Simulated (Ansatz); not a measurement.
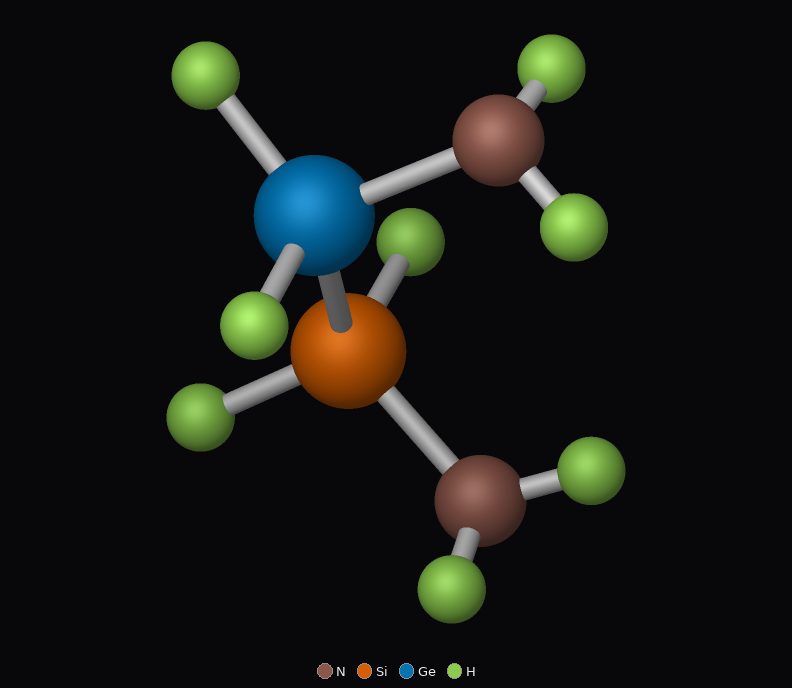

The geometry was computed by an optimisation with PBE-D4/def2-SVP. No frequency run is at hand to confirm it as a minimum.

Give the structural formula.

SMILES: N[SiH2][GeH2][NH2]

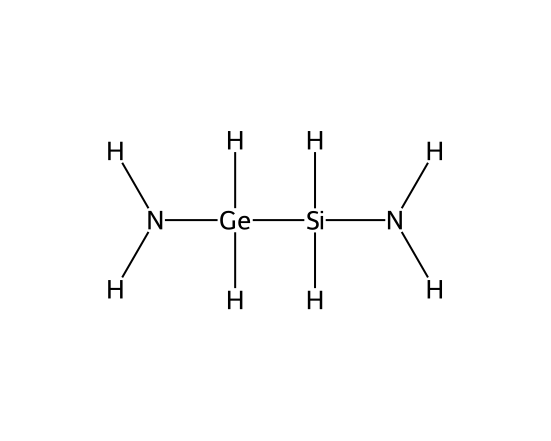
